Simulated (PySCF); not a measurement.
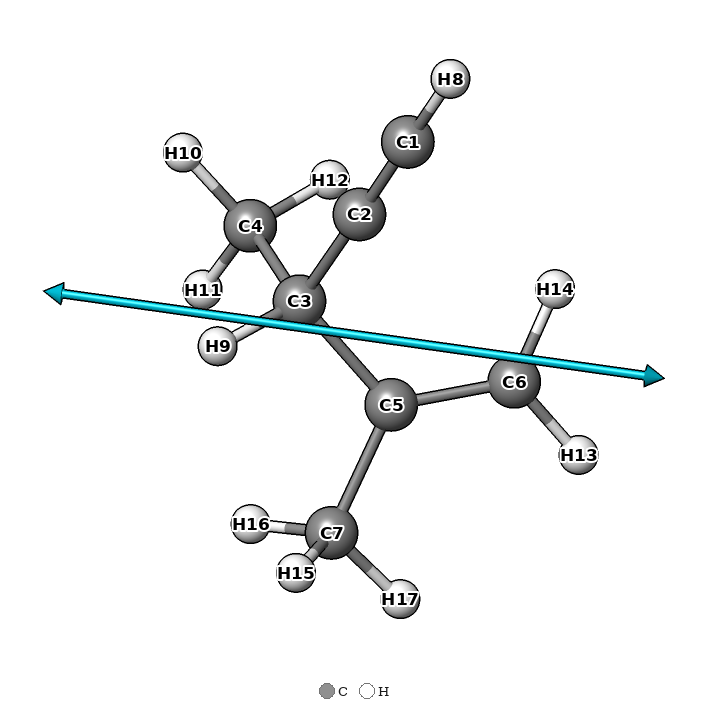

The double arrow shows the direction of the transition dipole to excited singlet state 1 (its length means nothing). The geometry was computed by an optimisation with GFN2-xTB. No frequency run is at hand to confirm it as a minimum. Properties computed with TDDFT PBE0/def2-SVPD, vertical, gas phase, core orbitals frozen in the response (PySCF 2.14.0).

Give its energy, strength and character.

6.60 eV (188 nm), oscillator strength 0.016, of mixed character, with the largest part HOMO → LUMO+1 (weight 0.35); transition dipole 0.80 D.
